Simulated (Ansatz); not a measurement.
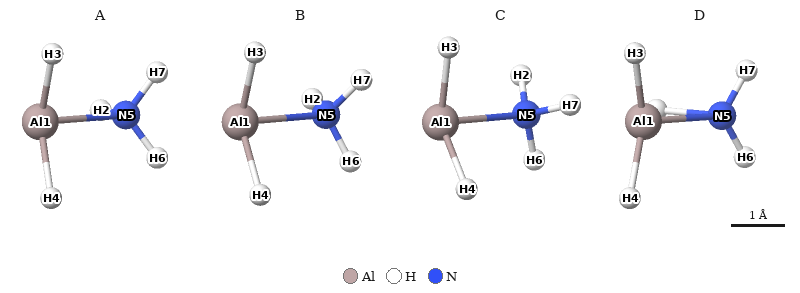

4 geometries from a converged minimum-energy path of AlNH$_{5}$ (multiplicity 2), shuffled. A ball-and-stick model, seen from a free direction.

The calculation used Ansatz 0.2.0, UKS BHLYP-D4/def2-SVP. Run with 5 movable images; climbing image; force threshold 0.05 eV/Å; iteration limit 60; starting path through a guess of the saddle point.

Which frame is the top of the path?

Answer. D. In order along the path, whose images run from 0 to 6: D (image 1, +12.1 kcal/mol), A (image 3, −16.9 kcal/mol), B (image 4, −18.4 kcal/mol), C (image 6, −18.9 kcal/mol). A hydrogen atom shifts from one atom to another. Breaking: Al1–H2 (1.69 → 1.78 at the top → 2.65 Å). Forming: H2–N5 (2.18 → 1.37 at the top → 1.01 Å).

Cost: 4.2 min on 1 thread of Arm Neoverse V2, on a shared host, peak memory 0.13 GiB.
